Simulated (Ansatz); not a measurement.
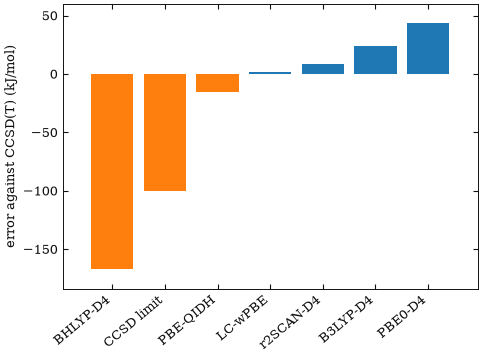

Error in the electronic atomisation energy (method less reference, so positive means overbinding) of C₂N₂S, SMILES N#CSC#N: functionals in def2-TZVPP against frozen-core CCSD(T) at the limit (scheme: direct), which gives 2307.3 kJ/mol, at a PBE0-D4/def2-TZVP geometry (a minimum by its frequencies), no zero-point or spin-orbit term, the Ansatz code 0.2.0. The reference leaves out core correlation, a term that grows with the number of heavy atoms. PBE-QIDH holds a correlation term that converges slowly with the basis, so part of the distance to the limit is basis error. No dispersion term is added to PBE-QIDH and LC-wPBE. Limit means the basis limit.

Question: Which of these levels overbind, and which underbind?

Answer: Overbind: PBE0-D4. Underbind: BHLYP-D4 and CCSD limit. Within 25 kJ/mol of zero, too close to call in view of what the reference leaves out: PBE-QIDH, LC-wPBE, r2SCAN-D4 and B3LYP-D4.

Question: Give the values.

Answer:
```
     level  kJ/mol
  BHLYP-D4  −167.4
CCSD limit  −100.4
  PBE-QIDH   −15.2
   LC-wPBE     2.0
 r2SCAN-D4     8.1
  B3LYP-D4    23.7
   PBE0-D4    43.2
```
